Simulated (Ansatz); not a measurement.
C₂H₉NSSi₂: several calculations on one system

Part 1: Relaxation

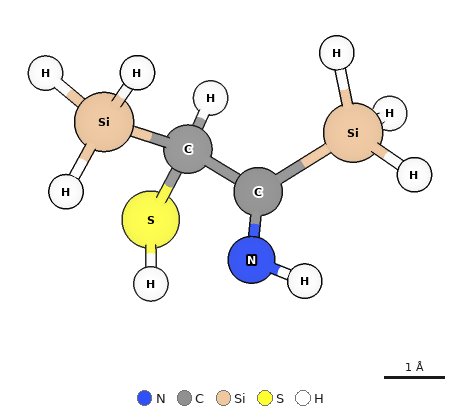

C₂H₉NSSi₂, before the relaxation. Style: ball-and-stick. Shown at a tilt.

The run prepares an end point of a later path (hydrogen shift) calculation, from a guessed geometry.

These are results of RKS B3LYP-D4/STO-3G in Ansatz, not measurements.

Input file:
```yaml
crystal:
  periodic: [false, false, false]
  atoms:
    - { symbol: "N", position_ang: [-0.8062, 1.5086, -0.4992] }
    - { symbol: C, position_ang: [-0.443, 0.5766, 0.2432] }
    - { symbol: Si, position_ang: [0.0277, 0.8797, 2.0416] }
    - { symbol: C, position_ang: [-0.2281, -0.829, -0.2897] }
    - { symbol: Si, position_ang: [1.1191, -1.0946, -1.487] }
    - { symbol: S, position_ang: [-1.864, -1.2958, -1.1183] }
    - { symbol: H, position_ang: [-0.8629, 2.4532, -0.0046] }
    - { symbol: H, position_ang: [-0.8108, 0.1742, 2.9754] }
    - { symbol: H, position_ang: [0.0092, 2.3498, 2.4052] }
    - { symbol: H, position_ang: [1.4473, 0.3935, 2.3125] }
    - { symbol: H, position_ang: [-0.1865, -1.5372, 0.5691] }
    - { symbol: H, position_ang: [1.3056, -2.5197, -1.7848] }
    - { symbol: H, position_ang: [2.3311, -0.6274, -0.8278] }
    - { symbol: H, position_ang: [0.9427, -0.313, -2.7197] }
    - { symbol: H, position_ang: [-2.0033, -0.1696, -1.7867] }
basis:
  gaussian: { orbitals: STO-3G }
hamiltonian:
  xc: b3lyp
  dispersion: d4
relax:
  f_tol: 0.02
  max_steps: 50
```

Command:
```bash
ansatz run input.yaml --threads 1 --pin off --max-ram 2048MiB --backend cpu --events-out ev --progress --plain --runs-dir out
```

Question: Where does the relaxation end?

Answer: The energy falls by 0.770 eV in 40 accepted moves (45 points after the start). Largest force component: 4.6 eV/Å at the start, 0.013 eV/Å at the end. The line search rejected the trial steps at points 11, 29, 30, 33, 35 of the run. The forces were under the threshold at step 19, but the run went on from there. The largest move after the best rigid fit is that of H8, 1.16 Å. Largest moves by element: H 1.16 Å, S 0.56 Å, N 0.48 Å, Si 0.39 Å, C 0.32 Å. Near-neighbour distances that change, for instance: C4–Si5 1.822 → 1.904 Å, Si3–H10 1.525 → 1.446 Å, N1–C2 1.246 → 1.320 Å, Si3–H9 1.515 → 1.445 Å. Bond angles that change, for instance: C2–C4–Si5 118.0° → 110.0°, C2–C4–S6 105.1° → 112.5°, S6–C4–H11 102.3° → 109.0°. Groups turn about C2–C4 by about 35°, C4–S6 by about 30°, C2–Si3 by about 30°. Cost: 4.9 min on 1 thread of Intel(R) Xeon(R) Processor @ 2.70GHz, on a shared host, peak memory 0.17 GiB.

Final geometry:

```xyz
15

N    -1.2829    1.4746   -0.4624
C    -0.5861    0.5796    0.2119
Si    0.3516    0.8983    1.8280
C    -0.5313   -0.8534   -0.3867
Si    1.1951   -1.1903   -1.1156
S    -1.8393   -1.1386   -1.6525
H    -1.2233    2.4127    0.0589
H     0.2360   -0.2457    2.7024
H    -0.2217    2.0664    2.4565
H     1.7477    1.1484    1.5485
H    -0.6786   -1.5636    0.4485
H     1.2298   -2.5297   -1.6529
H     2.2078   -1.0758   -0.0898
H     1.4786   -0.2372   -2.1613
H    -2.1054    0.2036   -1.7044
```

After the run, drawn alike:

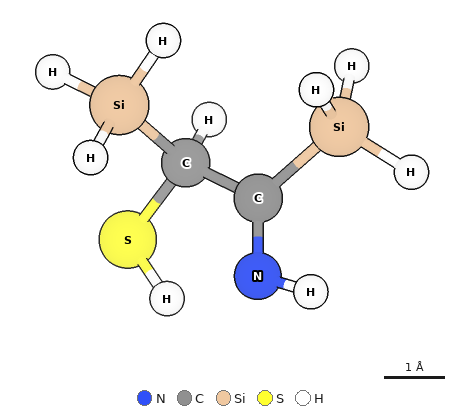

Limits of the set-up: STO-3G is a minimal basis, so the numbers are rough.

Part 2: Relaxation

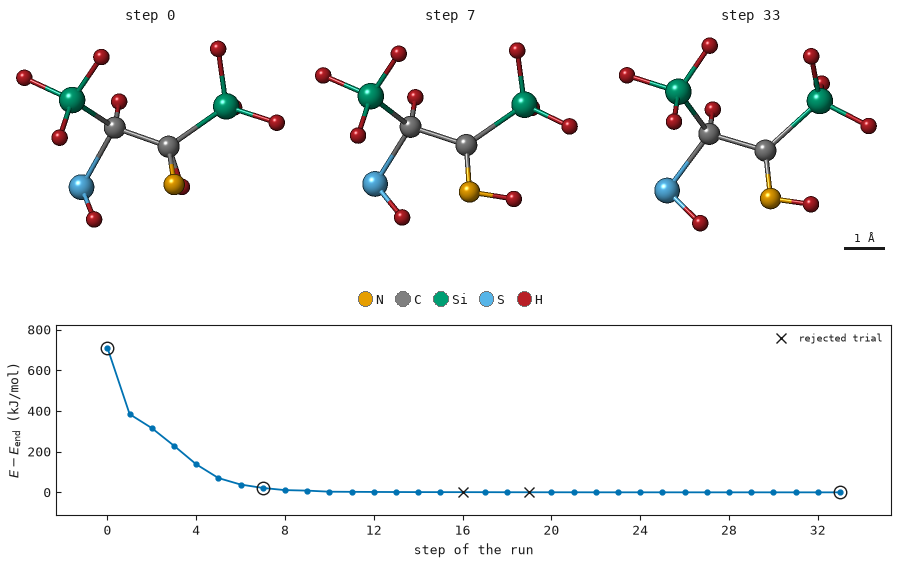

Frames of a relaxation of C2H9NSSi2, marked on the history of the run. A ball-and-stick model, seen at a tilt.

The run prepares an end point of a later path (hydrogen shift) calculation, from a guessed geometry.

Theory: RKS B3LYP-D4/STO-3G (Ansatz 0.2.0). Settings: no spin polarisation; force threshold 0.02 eV/Å; at most 50 steps.

**Describe the path.**

The largest move after the best rigid fit is that of an H atom, 1.09 Å. By element the largest moves are H 1.09 Å, N 0.62 Å, S 0.41 Å, Si 0.29 Å, C 0.29 Å. Near-neighbour distances that change, for instance: C–H 1.090 → 1.945 Å, H–N 0.924 → 1.075 Å, C–Si 1.822 → 1.905 Å, H–Si 1.525 → 1.445 Å. Bonds break, among them: C–H (1.09 → 1.94 Å). Among the angles between lasting bonds that change: C–N–H 58.1° → 108.2°, C–C–Si 118.0° → 110.1°, C–C–S 105.1° → 112.3°. Groups turn about C–N by about 75°, C–C by about 25°, C–S by about 25°. The energy falls by 710.2 kJ/mol in 31 accepted moves (33 points after the start). The largest force component goes from 16 to 0.0094 eV/Å. The line search rejected the trial steps at points 16, 19 of the run. The forces were under the threshold at step 24, but the run went on from there. Cost: 3.4 min on 1 thread of Intel(R) Xeon(R) Processor @ 2.70GHz, on a shared host, peak memory 0.17 GiB. From step 0 to 7: an H atom moves most (1.15 Å), energy −688.6 kJ/mol. From step 7 to 33: H atoms move most (0.73 Å), energy −21.6 kJ/mol.

Limits of the set-up: STO-3G is a minimal basis, so the numbers are rough.

Part 3: Path

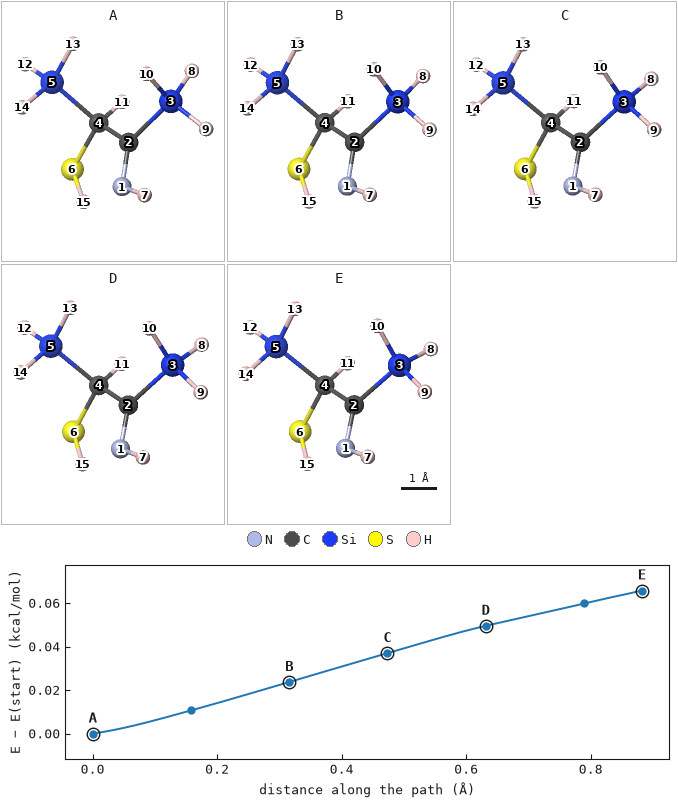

A search for the minimum-energy path of C$_{2}$H$_{9}$NSSi$_{2}$ by the nudged elastic band. Images are numbered from 0 (start) to 6 (end). Frames A to E are images 0, 2, 3, 4, 6. Style: ball-and-stick. Shown at a tilt.

The calculation used RKS B3LYP-D4/STO-3G (Ansatz 0.2.0). Set-up: 5 movable images; climbing image; force threshold 0.05 eV/Å; iteration limit 58; starting path through a guess of the saddle point.

Read off the barrier and say what moves.

No bond forms or breaks between the ends. No barrier shows: the energy is highest at the end, and the end lies 0.07 kcal/mol above the start. The band converged in 17 iterations. The largest component of the band force went from 7.6 to 0.014 eV/Å.

Limits of the set-up: STO-3G is a minimal basis, so the numbers are rough.
